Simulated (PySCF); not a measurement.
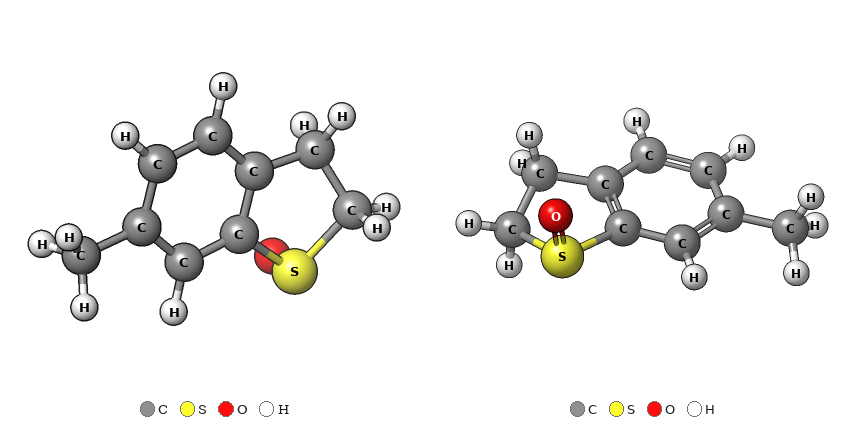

Both panels show the same species.

Computed geometry: PBE0-D3(BJ)/def2-SVP optimisation. No frequency run is at hand to confirm it as a minimum.

Question: What is the molecular formula?

Answer: C₉H₁₀OS, 21 atoms: 9 carbon, 10 hydrogen, 1 oxygen and 1 sulfur.

Question: What is the point group of this geometry?

Answer: C1.

Question: Write the SMILES.

Answer: Cc1ccc2c(c1)[S@@](=O)CC2

Question: Describe its rings.

Answer: Independent rings (smallest set): 1 of 5 members, 1 of 6 members, 1 of them aromatic.

The parts below concern this one geometry. Atoms keep their numbers from picture to picture.

Shape

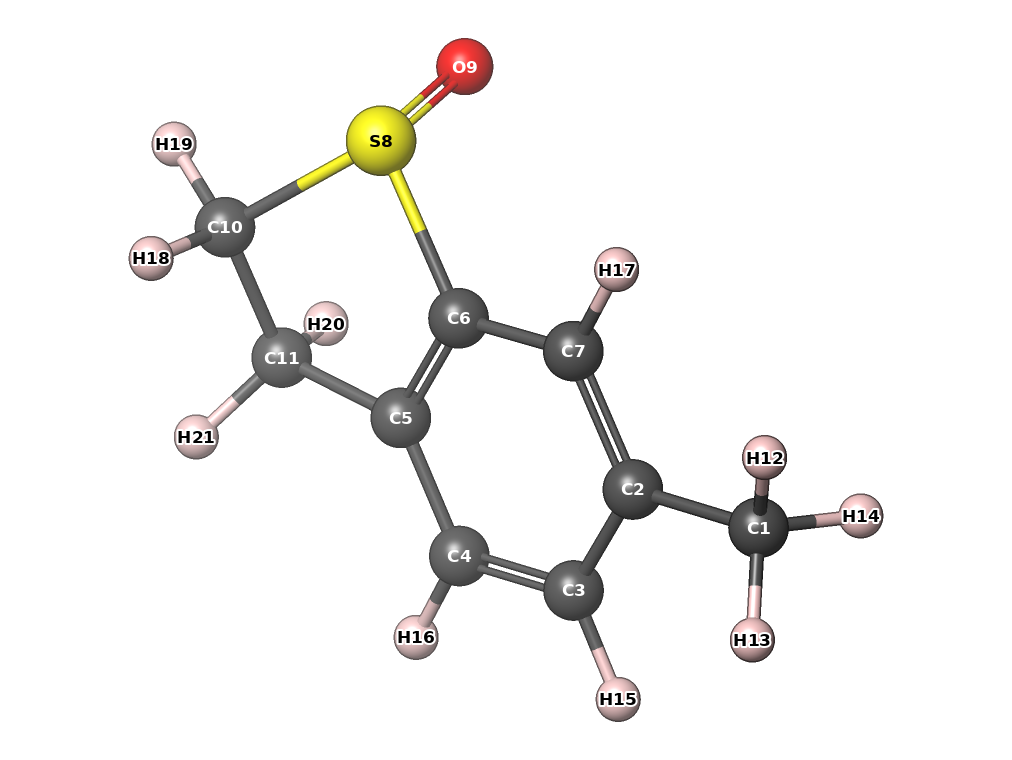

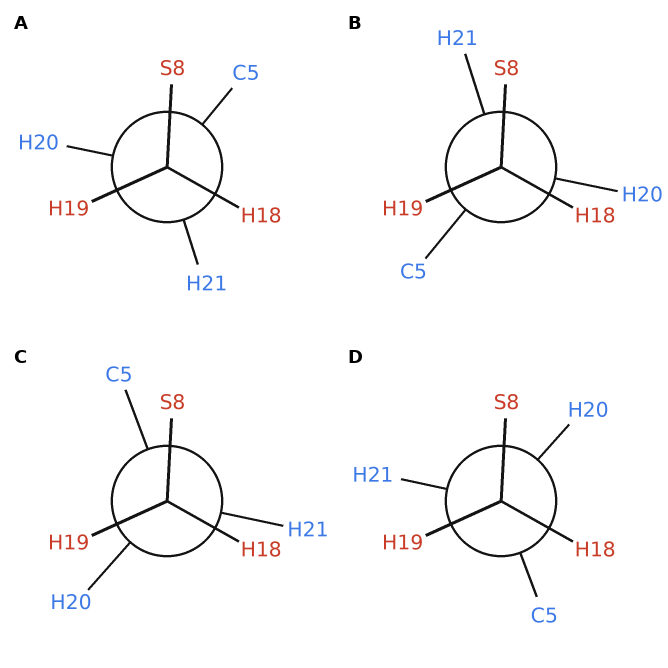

Atoms fade into the background with distance from the viewer. Bonds that would overlap in a projection are set slightly apart. No frequency run is at hand to confirm it as a minimum.

Question: Which Newman projection shows the view along C10–C11, with C10 in front?

Answer: A. The torsion angle S8–C10–C11–C5 is 36°, synclinal (gauche).

NMR shielding

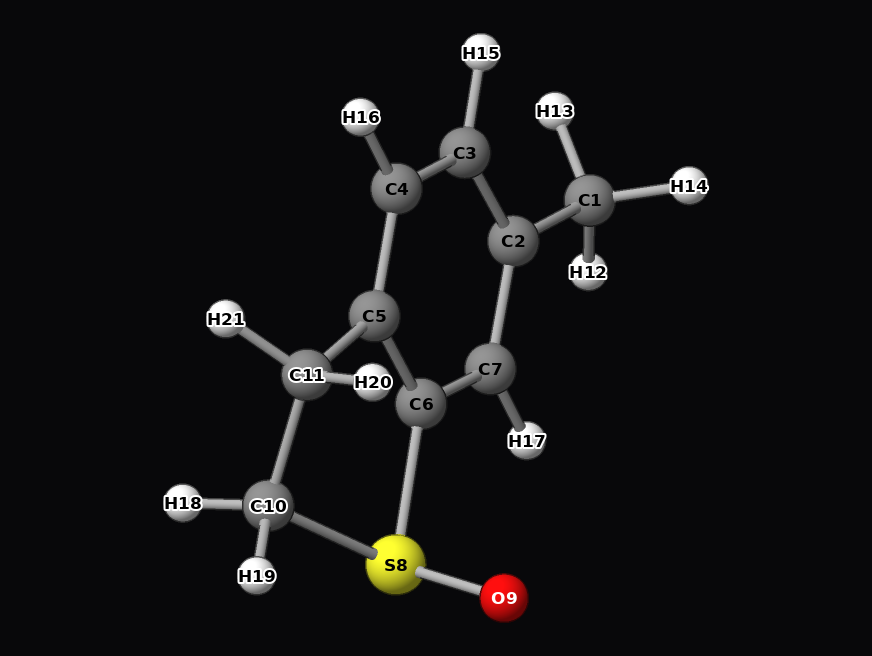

The questions are on isotropic NMR shieldings of the H atoms. No frequency run is at hand to confirm it as a minimum. Properties computed with GIAO PBE0/pcSseg-1 NMR shielding, non-relativistic, IEF-PCM chloroform (PySCF 2.14.0).

Give the isotropic NMR shieldings of the H atoms atom by atom.

```json
{"atom": "H12", "σ (ppm)": "28.89"}
{"atom": "H13", "σ (ppm)": "28.76"}
{"atom": "H14", "σ (ppm)": "28.46"}
{"atom": "H15", "σ (ppm)": "23.60"}
{"atom": "H16", "σ (ppm)": "23.52"}
{"atom": "H17", "σ (ppm)": "23.35"}
{"atom": "H18", "σ (ppm)": "28.49"}
{"atom": "H19", "σ (ppm)": "28.18"}
{"atom": "H20", "σ (ppm)": "27.18"}
{"atom": "H21", "σ (ppm)": "27.98"}
```

Ring current

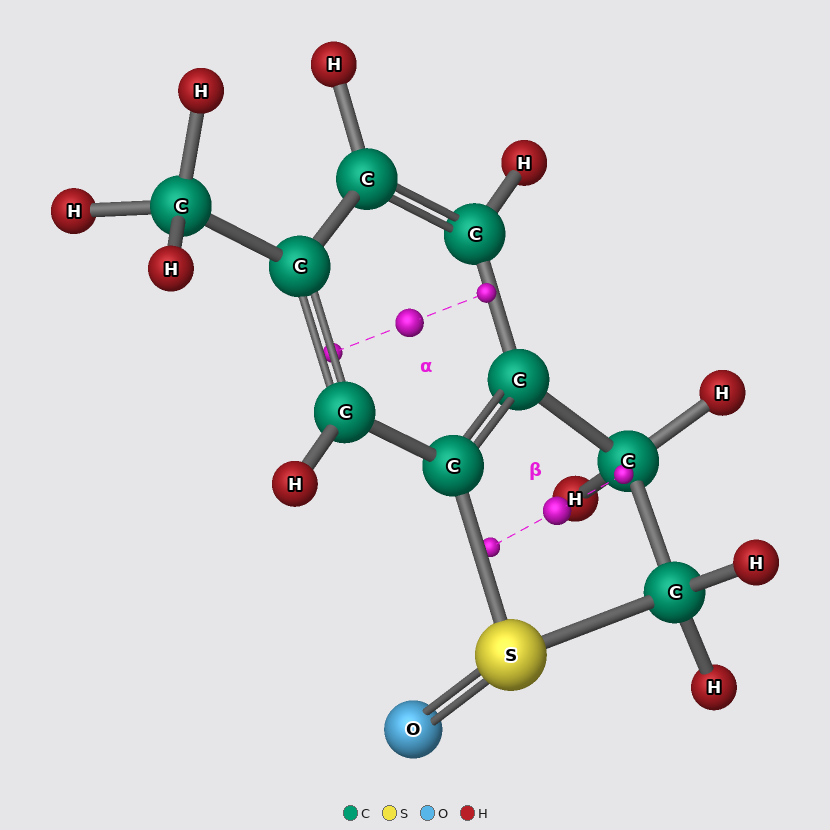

The small points mark where nucleus-independent chemical shifts (NICS) were computed: at the centre of each lettered ring and 1 Å above and below it. No frequency run is at hand to confirm it as a minimum. Properties computed with GIAO PBE0/pcSseg-1 NMR shielding, non-relativistic, IEF-PCM tetrahydrofuran (PySCF 2.14.0).

Give NICS(0), NICS(1) and the out-of-plane component NICS(1)zz for each ring (means of the two sides).

```csv
ring,members,NICS(0),NICS(1),NICS(1)zz
α,C6,−8.5,−11.1,−26.3
β,C4S,−0.7,−2.5,−0.2
```

Values in ppm.

Question: What do the values say about the ring currents?

Answer: Ring α: diatropic, as in an aromatic ring. Ring β: weak, as in a non-aromatic ring. NICS is one index among several.

Dipole moment

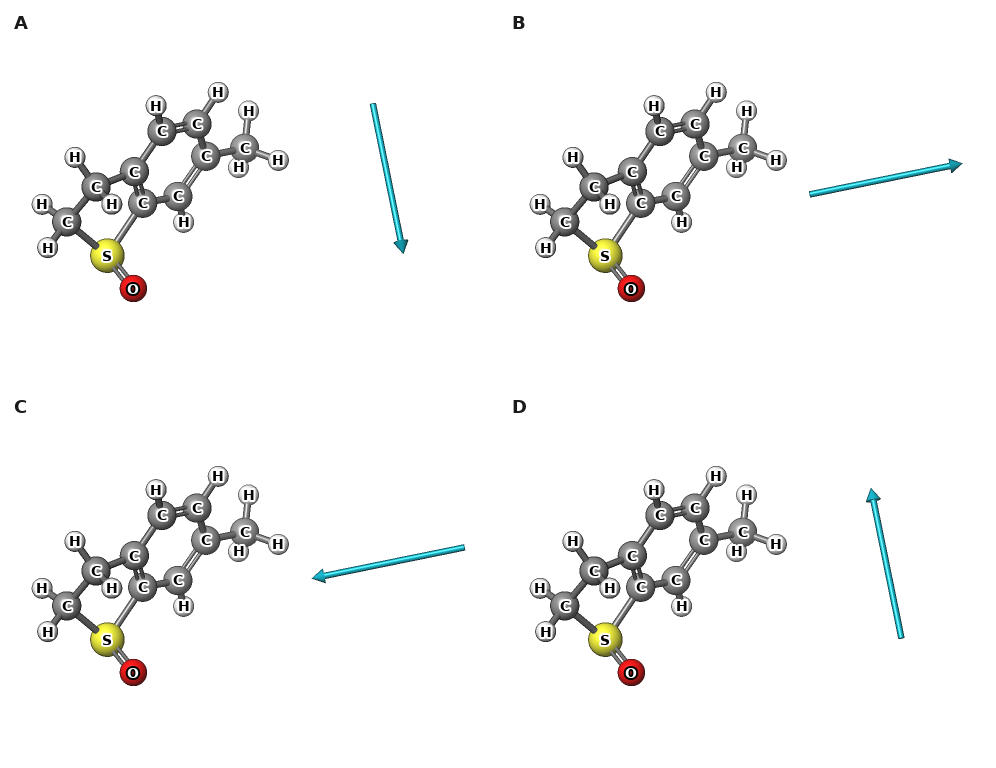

The same molecule four times, each with an arrow. No frequency run is at hand to confirm it as a minimum. Properties computed with PBE0/pcSseg-1 in tetrahydrofuran (IEF-PCM) (PySCF 2.14.0).

Question: Which arrow points along the dipole moment, from the negative to the positive end?

Answer: D. The dipole moment is 5.52 D.

Quadrupole coupling

No frequency run is at hand to confirm it as a minimum. Electric field gradients from the ground-state density, PBE0/pcSseg-1 in chloroform (IEF-PCM) (PySCF 2.14.0), non-relativistic apart from any core potentials.

Give the largest field-gradient component, the quadrupole coupling constant and the asymmetry for 33S at S8 (Q = −67.81 mb), 17O at O9 (Q = −25.6 mb), 2H at H12 (Q = 2.86 mb), 2H at H13 (Q = 2.86 mb).

| atom | V_zz (a.u.) | e²qQ/h (MHz) | η |
| --- | --- | --- | --- |
| S8 | −2.074 | 33.0 | 0.14 |
| O9 | 1.856 | −11.17 | 0.36 |
| H12 | 0.292 | 0.196 | 0.04 |
| H13 | 0.291 | 0.196 | 0.04 |
